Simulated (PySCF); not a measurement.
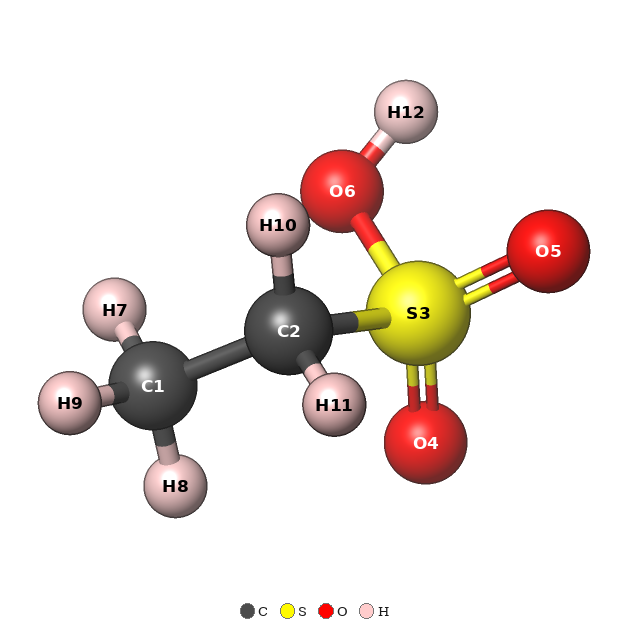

The computed structure is the end point of a GFN2-xTB optimisation. No frequency run is at hand to confirm it as a minimum. Electric field gradients from the ground-state density, PBE0/pcSseg-1 (PySCF 2.14.0), non-relativistic apart from any core potentials.

Give the largest field-gradient component, the quadrupole coupling constant and the asymmetry for 33S at S3 (Q = −67.81 mb), 17O at O4 (Q = −25.6 mb), 17O at O5 (Q = −25.6 mb), 17O at O6 (Q = −25.6 mb), 2H at H7 (Q = 2.86 mb), 2H at H8 (Q = 2.86 mb).

| atom | V_zz (a.u.) | e²qQ/h (MHz) | η |
| --- | --- | --- | --- |
| S3 | 1.056 | −16.82 | 0.04 |
| O4 | 1.258 | −7.57 | 0.17 |
| O5 | 1.323 | −7.96 | 0.16 |
| O6 | 1.756 | −10.56 | 0.88 |
| H7 | 0.308 | 0.207 | 0.04 |
| H8 | 0.306 | 0.206 | 0.04 |
